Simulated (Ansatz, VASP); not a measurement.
**Cross-check of TiGe between VASP and Ansatz**

Wanted: the spread between two codes on one cell, functional and k mesh. The cell is invented: As first built, before any earlier steps moved the atoms (in the runner's words): it takes the ZrC structure with all of its atoms replaced by other elements, volume scaled by an estimate. It may not be a known or stable phase. The cell is taken from a series of VASP runs on this material, whose earlier steps may have relaxed, scaled or displaced it; both programs get it as it stands. Valence electrons are named where the data sets of a main pair hold unlike numbers.

Calculated with Ansatz 0.2.0; plane waves, with VASP 6.6.1 beside it; band structure at RPBE with D4.

## Step 1: Set-up

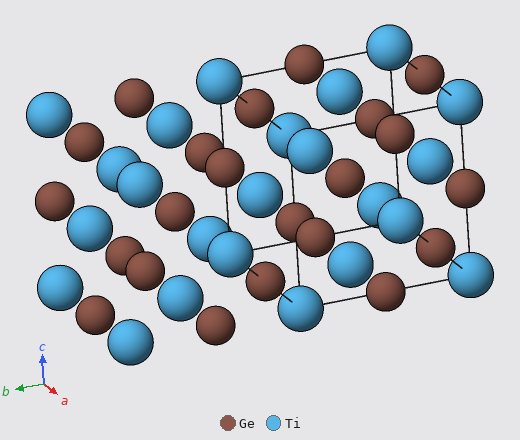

The starting structure, seen from a free direction (germanium brown, titanium blue). 1×2×1 cells are drawn. This picture shows the conventional cell, with its axes. Some periodic images of atoms are drawn too.

## Step 2: VASP: band structure, RPBE with D4

A single point gives forces, pressure and levels at one fixed geometry, so differences don't come from the geometry; what else differs is listed under the comparison.

Lines of VASP's logs that name or quote its potential files are left out, and so is its time.

INCAR reads:

```
SYSTEM = TiGe
PREC = Accurate
ENCUT = 410
EDIFF = 1E-06
NELM = 100
ISMEAR = 0
SIGMA = 0.05
LREAL = .FALSE.
ALGO = Normal
GGA = RP
IVDW = 13
NBANDS = 25
LORBIT = 11
LWAVE = .FALSE.
LCHARG = .FALSE.
```

POSCAR reads:

```
TiGe
1.0
    0.0000000000      2.5739375758      2.5739375758
    2.5739375758      0.0000000000      2.5739375758
    2.5739375758      2.5739375758      0.0000000000
Ge Ti
1 1
Direct
    0.5000000000      0.5000000000      0.5000000000
    0.0000000000      0.0000000000      0.0000000000
```

KPOINTS reads:

```
Automatic mesh
0
Gamma
8 8 8
0 0 0
```

KPOINTS_OPT reads:

```
Line mode
16
Line-mode
Reciprocal
  0.00000000   0.00000000   0.00000000 GAMMA
  0.50000000   0.00000000   0.50000000 X

  0.50000000   0.00000000   0.50000000 X
  0.50000000   0.25000000   0.75000000 W

  0.50000000   0.25000000   0.75000000 W
  0.37500000   0.37500000   0.75000000 K

  0.37500000   0.37500000   0.75000000 K
  0.00000000   0.00000000   0.00000000 GAMMA

  0.00000000   0.00000000   0.00000000 GAMMA
  0.50000000   0.50000000   0.50000000 L

  0.50000000   0.50000000   0.50000000 L
  0.62500000   0.25000000   0.62500000 U

  0.62500000   0.25000000   0.62500000 U
  0.50000000   0.25000000   0.75000000 W

  0.50000000   0.25000000   0.75000000 W
  0.50000000   0.50000000   0.50000000 L

  0.50000000   0.50000000   0.50000000 L
  0.37500000   0.37500000   0.75000000 K

  0.62500000   0.25000000   0.62500000 U
  0.50000000   0.00000000   0.50000000 X
```

Potentials, in the order of the species: Ge_d and Ti_sv (PBE family, release 64).

Command:

```bash
> mpirun -np 1 vasp_std
```

Numbers of over 12 decimals in the logs are rounded to 6 here.

What it wrote:

```text
[banner, memory and clock lines left out]
running    1 mpi-ranks, on    1 nodes
 distrk:  each k-point on    1 cores,    1 groups
 distr:  one band on    1 cores,    1 groups

 POSCAR found type information on POSCAR GeTi
 POSCAR found :  2 types and       2 ions
|                                                                             |
|               ----> ADVICE to this user running VASP <----                  |
|                                                                             |
|     You enforced a specific xc type in the INCAR file but a different       |
|     [... a line on the potential file left out ...]
|     I HOPE YOU KNOW WHAT YOU ARE DOING!                                     |
|                                                                             |

 LDA part: xc-table for (Slater+PW92), standard interpolation
 POSCAR, INCAR and KPOINTS ok, starting setup
 FFT: planning ... GRIDC
 FFT: planning ... GRID_SOFT
 FFT: planning ... GRID
 WAVECAR not read
 entering main loop
       N       E                     dE             d eps       ncg     rms          rms(c)
DAV:   1     0.196275575669E+03    0.19628E+03   -0.10621E+04  1785   0.212E+03
DAV:   2     0.670693549669E+01   -0.18957E+03   -0.18096E+03  1466   0.447E+02
DAV:   3    -0.140530245965E+02   -0.20760E+02   -0.20503E+02  1695   0.107E+02
DAV:   4    -0.147001747190E+02   -0.64715E+00   -0.64594E+00  1713   0.197E+01
DAV:   5    -0.147126196107E+02   -0.12445E-01   -0.12442E-01  1802   0.264E+00    0.113E+01
DAV:   6    -0.126693065448E+02    0.20433E+01   -0.64546E+00  1669   0.255E+01    0.392E+00
DAV:   7    -0.124599793734E+02    0.20933E+00   -0.12256E+00  1668   0.108E+01    0.225E+00
DAV:   8    -0.124860986169E+02   -0.26119E-01   -0.21678E-01  1910   0.445E+00    0.145E+00
DAV:   9    -0.124519591674E+02    0.34139E-01   -0.10790E-01  1539   0.293E+00    0.243E-01
DAV:  10    -0.124520221021E+02   -0.62935E-04   -0.37468E-03  1792   0.707E-01    0.677E-02
DAV:  11    -0.124519799895E+02    0.42113E-04   -0.24162E-04  1882   0.167E-01    0.280E-02
DAV:  12    -0.124519805343E+02   -0.54486E-06   -0.14772E-05  1594   0.348E-02    0.111E-02
DAV:  13    -0.124519789527E+02    0.15817E-05   -0.10742E-06  1407   0.102E-02    0.485E-03
DAV:  14    -0.124519790535E+02   -0.10085E-06   -0.74643E-07  1098   0.758E-03
   1 F= -.13630304E+02 E0= -.13629752E+02  d E =-.110479E-02
 Start KPOINTS_OPT (optional k-point list driver)
k-point batch [1-29\160]
       N       E                     dE             ncg
DAV:   1    -0.514731423100E+04   -0.24567E+05     1767
DAV:   2    -0.102435609616E+05   -0.50962E+04     1466
DAV:   3    -0.107849456883E+05   -0.54138E+03     1749
DAV:   5    -0.108003327759E+05   -0.32342E+00     1813
DAV:   6    -0.108003410131E+05   -0.82372E-02     1621
DAV:   7    -0.108003413800E+05   -0.36686E-03     1833
DAV:   8    -0.108003413979E+05   -0.17915E-04     1363
DAV:   9    -0.108003413989E+05   -0.98546E-06     1043
[...]
k-point batch [146-160\160]
       N       E                     dE             ncg
DAV:   1     0.990871622914E+04   -0.16551E+05      896
DAV:   2     0.703736033728E+04   -0.28714E+04      750
DAV:   3     0.672841580372E+04   -0.30894E+03      921
DAV:   4     0.671913766432E+04   -0.92781E+01      833
DAV:   5     0.671892784174E+04   -0.20982E+00      900
DAV:   6     0.671892147500E+04   -0.63667E-02      826
DAV:   7     0.671892117763E+04   -0.29737E-03      915
DAV:   8     0.671892116359E+04   -0.14044E-04      747
DAV:   9     0.671892116273E+04   -0.85158E-06      571
```

Parts of OUTCAR (step 2):

```text
ion  position               nearest neighbor table
   1  0.500  0.500  0.500-   2 2.57   2 2.57   2 2.57   2 2.57   2 2.57   2 2.57
   2  0.000  0.000  0.000-   1 2.57   1 2.57   1 2.57   1 2.57   1 2.57   1 2.57

  LATTYP: Found a face centered cubic cell.
 ALAT       =     5.1478751516

 Subroutine GETGRP returns: Found 48 space group operations
 (whereof 48 operations were pure point group operations)

The static configuration has the point symmetry O_h .

 Found     29 irreducible k-points:

   k-points           NKPTS =     29   k-points in BZ     NKDIM =     29   number of bands    NBANDS=     25

   dimension x,y,z NGX =    24 NGY =   24 NGZ =   24
   dimension x,y,z NGXF=    48 NGYF=   48 NGZF=   48

   ENCUT  =  410.0 eV  30.13 Ry    5.49 a.u.   6.01  6.01  6.01*2*pi/ulx,y,z

   NELECT =      26.0000    total number of electrons

 k-points in reciprocal lattice and weights: Automatic mesh
   0.00000000  0.00000000  0.00000000       0.002
   0.12500000  0.00000000  0.00000000       0.016
   0.25000000  0.00000000  0.00000000       0.016
   0.37500000  0.00000000  0.00000000       0.016
   0.50000000  0.00000000  0.00000000       0.008
   0.12500000  0.12500000  0.00000000       0.012
   0.25000000  0.12500000  0.00000000       0.047
   0.37500000  0.12500000  0.00000000       0.047
   0.50000000  0.12500000  0.00000000       0.047
[...]
-0.37500000  0.50000000  0.12500000       0.023
  -0.25000000  0.50000000  0.25000000       0.012

 average (electrostatic) potential at core
       1 -70.7188       2 -73.2971

 E-fermi :   7.9909

 k-point     1 :       0.0000    0.0000    0.0000
  band No.  band energies     occupation
    ...
      6     -15.9481      2.00000
      7     -15.9064      2.00000
      8     -15.9064      2.00000
      9     -15.9064      2.00000
     10      -2.9057      2.00000
     11       8.1256      0.00014
     12       8.1256      0.00014
     13       8.1256      0.00014
     14       8.5568      0.00000
     15       8.5568      0.00000
    ...

 k-point     2 :       0.1250    0.0000    0.0000
  band No.  band energies     occupation
    ...
      9     -15.9044      2.00000
     10      -2.6444      2.00000
     11       7.5375      2.00000
     12       7.8669      1.99955
     13       7.8669      1.99955
     14       8.3984      0.00000
     15       8.3984      0.00000
     16      10.6916      0.00000
     17      12.0662      0.00000
     18      12.0662      0.00000
    ...

 k-point     3 :       0.2500    0.0000    0.0000
  band No.  band energies     occupation
    ...
      9     -15.8997      2.00000
     10      -1.8951      2.00000
     11       5.8725      2.00000
     12       7.0206      2.00000
     13       7.0206      2.00000
     14       8.7748      0.00000
     15       8.7748      0.00000
     16      10.1576      0.00000
     17      13.3895      0.00000
     18      13.3896      0.00000
    ...

  DFT-D4 for vdW energy calculation

  Edisp (eV):   -1.17832

  Total      -0.00962    -0.00962    -0.00962    -0.00000    -0.00000     0.00000
  in kB      -0.45202    -0.45202    -0.45202    -0.00000    -0.00000     0.00000
  external pressure =       -0.45 kB  Pullay stress =        0.00 kB

  energy-cutoff  :      410.00
  volume of cell :       34.11
      direct lattice vectors                 reciprocal lattice vectors
     0.000000000  2.573937576  2.573937576    -0.194254905  0.194254905  0.194254905
     2.573937576  0.000000000  2.573937576     0.194254905 -0.194254905  0.194254905
     2.573937576  2.573937576  0.000000000     0.194254905  0.194254905 -0.194254905

 POSITION                                       TOTAL-FORCE (eV/Angst)
 -----------------------------------------------------------------------------------
      2.57394      2.57394      2.57394         0.000000      0.000000     -0.000000
      0.00000      0.00000      0.00000        -0.000000     -0.000000      0.000000
 -----------------------------------------------------------------------------------
    total drift:                                0.000000     -0.000000      0.000000

  FREE ENERGIE OF THE ION-ELECTRON SYSTEM (eV)
  ---------------------------------------------------
  free  energy   TOTEN  =       -13.6303039293 eV

  energy  without entropy=      -13.6291991428  energy(sigma->0) =      -13.62975154

 total charge
# of ion       s       p       d       tot
------------------------------------------
    1        1.168   1.386  10.011  12.565
    2        2.159   6.116   1.977  10.252
--------------------------------------------------
tot          3.327   7.502  11.988  22.817

[... 3 further parts left out ...]
```

Spin-orbit coupling is off here; it would split degenerate levels.

## Step 3: Ansatz: band structure, RPBE with D4

Ansatz runs on its default PAW (the set named soft_2) files.

The same cell, functional, mesh and smearing now go to Ansatz, which takes its cutoff from its data sets.

input.yaml reads:

```yaml
crystal:
  lattice:
    - [0.0, 2.5739375758, 2.5739375758]
    - [2.5739375758, 0.0, 2.5739375758]
    - [2.5739375758, 2.5739375758, 0.0]
  atoms:
    - { symbol: Ge, position: [0.5, 0.5, 0.5] }
    - { symbol: Ti, position: [0.0, 0.0, 0.0] }
hamiltonian:
  xc: rpbe
  pseudopotentials: { kind: paw }
  dispersion: d4
kpoints:
  mp_grid: { grid: [8, 8, 8] }
  band_path:
    path:
      - [0.0, 0.0, 0.0]
      - [0.16667, 0.0, 0.16667]
      - [0.33333, 0.0, 0.33333]
      - [0.5, 0.0, 0.5]
      - [0.5, 0.08333, 0.58333]
      - [0.5, 0.18333, 0.68333]
      - [0.5, 0.25, 0.75]
      - [0.45, 0.3, 0.75]
      - [0.40833, 0.34167, 0.75]
      - [0.35, 0.35, 0.7]
      - [0.225, 0.225, 0.45]
      - [0.075, 0.075, 0.15]
      - [0.03333, 0.03333, 0.03333]
      - [0.23333, 0.23333, 0.23333]
      - [0.4, 0.4, 0.4]
      - [0.51667, 0.46667, 0.51667]
      - [0.55833, 0.38333, 0.55833]
      - [0.60833, 0.28333, 0.60833]
      - [0.60833, 0.25, 0.64167]
      - [0.55833, 0.25, 0.69167]
      - [0.51667, 0.25, 0.73333]
      - [0.5, 0.3, 0.7]
      - [0.5, 0.38333, 0.61667]
      - [0.5, 0.48333, 0.51667]
      - [0.475, 0.475, 0.55]
      - [0.425, 0.425, 0.65]
      - [0.38333, 0.38333, 0.73333]
      - [0.59167, 0.18333, 0.59167]
      - [0.55, 0.1, 0.55]
      - [0.5, 0.0, 0.5]
    npoints: 1
scf:
  occupations: { method: gaussian, width: 0.05 }
  n_extra_bands: 7
output:
  forces: true
  stress: true
  eigenvalues: true
```

Command:

```bash
> ansatz run input.yaml --threads 2 --pin off --max-ram 4608MiB --backend cpu --events-out ev --progress --plain --runs-dir out
```

What it wrote:

```text
scf.n_extra_bands = 7 over 13 filled bands (N_el = 26.0): the run solves 20 bands
Engine: ansatz 0.2.0, aarch64-unknown-linux-gnu
Pseudopotentials: kind: paw
Pseudopotential: Ge, paw, valence charge 14, recommended cutoff 420 eV (normal), Ge.paw.azcp
Pseudopotential: Ti, paw, valence charge 12, recommended cutoff 420 eV (normal), Ti.paw.azcp
Functional definition: RPBE
  parameter kappa = 0.804
  parameter beta = 0.066725
  exchange = rpbe_x(kappa = kappa, mu = beta*pi^2/3)
  correlation = pbe_c(beta = beta)
Crystal: 2 atoms, lattice volume = 34.105 Å³
Basis set: ecut = 420 eV, 645 PW (Γ), exchange–correlation on 50×50×50 points (8 copies of the dense FFT grid, shifted against one another)
Bands: 20, of which v1, the nominal top of the filled ones, is band 13 counted from 1 (12 counted from 0)
Symmetry: 48 space group operations
Space group: Fm-3m (ITA 225), of the structure as read, at distance tolerance 3.2e-5 Å
k-points: 29 of 512
Non-local potential: Ge, projectors of the file, l = 0: 2, l = 1: 2, l = 2: 3, l = 3: 1
Non-local potential: Ti, projectors of the file, l = 0: 3, l = 1: 2, l = 2: 3, l = 3: 1
PAW form: soft (Blöchl's): semilocal exchange-correlation on the pseudo side does not see the compensation charge
PAW frozen core: Ge, regenerated for the run's functional, and the local potential with it (the file was generated under x = pbe(κ = 0.804, μ = 0.219515), c = pbe(β = 0.066725))
PAW frozen core: Ti, regenerated for the run's functional, and the local potential with it (the file was generated under x = pbe(κ = 0.804, μ = 0.219515), c = pbe(β = 0.066725))
PAW one-centre angular grid: Ge, 590 points (default); XC on 64 Gauss nodes
PAW one-centre angular grid: Ti, 590 points (default); XC on 64 Gauss nodes
Initial density: superposition of atomic densities (neutral atoms: chi_scale 0, normalization atom), corrected by the library's trained network
Initial wavefunctions: pseudopotential atomic-orbital guess
Functional: x = rpbe, c = pbe(β = 0.066725)
SCF iter   1: F=—  HF=-6806.780849 eV  |F-HF|=—  |Δ(HF+E_count)|=         —  Δρ=5.78e-3  dr2=8.53e-3  ethr=1.77e-3  ⟨swp⟩=5.4  Hψ=2569  notcnv=0  defer=2
preconditioner: auto → Kerker (q_TF=auto, 2.608 Å⁻¹)  [metal: Δε(μ)=0.020 eV  Ē_g=19.360 eV  σ=0.050 eV  W_gap=0.23  n_scr=14 (ndim 8)  ℏωp=27.0 eV  f_vac=0.000  D(μ)=1.02/eV (n_scr^D=8)]
SCF iter   2: F=—  HF=-6806.780360 eV  |F-HF|=—  |Δ(HF+E_count)|=   4.89e-4  Δρ=3.48e-3  dr2=3.36e-3  ethr=3.28e-5  ⟨swp⟩=1.8  Hψ=923  notcnv=0  defer=10
SCF iter   3: F=—  HF=-6806.780620 eV  |F-HF|=—  |Δ(HF+E_count)|=   2.60e-4  Δρ=1.42e-3  dr2=7.98e-4  ethr=1.29e-5  ⟨swp⟩=2.0  Hψ=750  notcnv=0  defer=10
SCF iter   4: F=—  HF=-6806.780476 eV  |F-HF|=—  |Δ(HF+E_count)|=   1.44e-4  Δρ=3.24e-4  dr2=3.84e-5  ethr=3.07e-6  ⟨swp⟩=2.0  Hψ=753  notcnv=0  defer=10
SCF iter   5: F=—  HF=-6806.780482 eV  |F-HF|=—  |Δ(HF+E_count)|=   5.63e-6  Δρ=6.93e-5  dr2=6.72e-7  ethr=1.48e-7  ⟨swp⟩=2.0  Hψ=786  notcnv=0  defer=10
SCF iter   6: F=-6806.780481 eV  HF=-6806.780481 eV  |F-HF|=2.82e-9  |Δ(HF+E_count)|=   1.13e-6  Δρ=8.67e-6  dr2=2.02e-8  ethr=3.85e-10  ⟨swp⟩=7.0  Hψ=2481  notcnv=0
SCF 1 converged in 6 iterations: F = -6806.780481 eV  dr2 = 2.02e-8
  greatest PAW one-centre occupation: 0.999 electrons in one spin orbital (limit 2), on the Ti atom at site 1 (counted from 0), in its partial waves of l = 0
NSCF: frozen V_eff on 30 k-points
SCF converged after 6 iterations
Free energy (F): -6806.780481 eV
Harris-Foulkes:  -6806.780481 eV  (|F-HF|=2.82e-9)
Internal energy: -6806.779344 eV  (E = F + TS)
E sigma→0 (E₀):  -6806.779912 eV
Entropy (-TS):   -0.001137 eV (-0.568 meV/atom)
Fermi energy:    12.904713 eV
--- Per-component energies (eV) ---
  E_band       = -247.902536
  E_kinetic    = 385.967188
  E_local      = -2955.925267  (includes V_loc(G=0)·N_el)
  E_nonlocal   = 425.161623
  E_hartree    = 1283.165574
  E_xc         = -174.836347
  E_vxc        = -188.498810  (∫ρ·V_xc dr)
  E_paw        = -3076.588595  (= ΣΔE_a)
  E_vpaw       = -480.933030  (= ΣTr[D̂ρ^β])
  E_aug_tail   = 0.000635  (compensation charges beyond the density's cutoff)
  E_ewald      = -2692.311394
  E_disp       = -1.178585  (pairwise vdW)
  E_core_change = -0.234176  (= ΣΔE_core)
  E_smearing   = -0.001137  (= −TS)
  E_closure    = 0.000000  (closes the sum)
  Σ components = -6806.780481   (vs F -6806.780481, Δ=0.00e0)
--- Forces (eV/Å), atoms counted from 1 ---
  atom   1  Ge     0.00000000    -0.00000000    -0.00000000
  atom   2  Ti    -0.00000000     0.00000000    -0.00000000
  max |Σ_I F_I| component: 3.55e-29 eV/Å
--- Stress (GPa, compression-positive) ---
        0.387615       0.000000       0.000000
       -0.000000       0.387615      -0.000000
        0.000000       0.000000       0.387615
  P = ⅓ Tr σ = 0.3876 GPa (3.876 kbar)
--- Band table (eV; the first three rows and the last of 29) ---
  k-point 0: bands = [... 9 lower, 1.9985, 13.0428, 13.0428, 13.0428, 13.4651, 13.4651, 16.2321, 16.2321, ... 3 higher]
  k-point 1: bands = [... 9 lower, 2.2603, 12.4523, 12.7783, 12.7783, 13.3121, 13.3121, 15.6059, 16.9782, ... 3 higher]
  k-point 2: bands = [... 9 lower, 3.0118, 10.7840, 11.9295, 11.9295, 13.6910, 13.6910, 15.0749, 18.3015, ... 3 higher]
  k-point 28: bands = [... 9 lower, 5.1072, 9.9424, 9.9424, 10.8096, 14.6777, 14.6777, 14.7973, 15.1888, ... 3 higher]
```

The job ended after 0.95 s (2 threads of Arm Neoverse V2, shared host; peak memory 0.3 GiB; 1.7 s of CPU time).

The column dr2 measures how far the density is from self-consistency, as an energy; F and HF (Harris–Foulkes) agree once it is small.

## Step 4: Comparison

Known differences besides the potentials themselves: the cutoff is 420 eV in Ansatz and 410 eV in VASP; Ansatz makes its cores anew for this functional, VASP keeps those of its PBE data sets; VASP leaves aspherical gradient terms in its spheres out (LASPH is not set), Ansatz keeps them. Total energies have different zeros and are not compared.

The two programs side by side:

```csv
quantity,Ansatz,VASP,difference
pressure (GPa),0.39,-0.05,+0.43
```

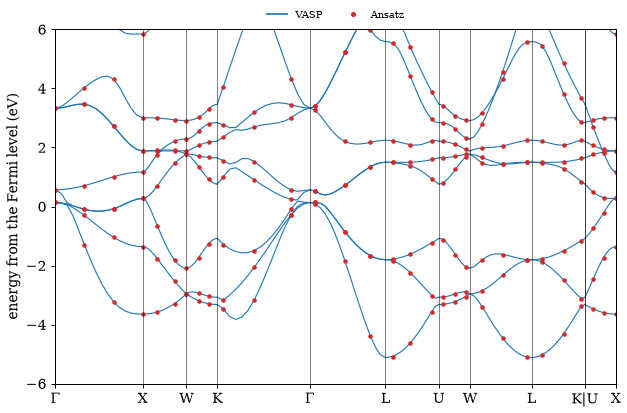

Bands from VASP (lines) and levels from Ansatz (dots). Dots without a line are higher empty bands that the VASP plot leaves out.

Levels from 3 eV below to 2 eV above the Fermi level differ by 5 meV r.m.s. and 8 meV at most; each VASP level is matched to the nearest of Ansatz, which flatters the figure a little.

## Step 5: Results

```
r.m.s. difference of levels near the Fermi level (band structure, RPBE with D4) : 4.9 meV
```

In words: The r.m.s. difference of levels near the Fermi level is 4.9 meV (band structure, RPBE with D4), within the 80 meV picked in this series as the mark of a large difference. Such differences can come from data sets, numerical settings and the points named under the comparisons, not from the functional's error against experiment.

[Lines on the potential files, build, host, timing and source positions are cut from VASP's logs without a mark.]

[Logs are printed without paths, hosts, clocks, repeated set-up lines and the standing remarks that a program may print on its own settings, such as how far it seeks lower states.]

[Hosts, paths, dates, database ids (printed as entryN), source tags and the programs' standing remarks are cut or masked in the printed files.]
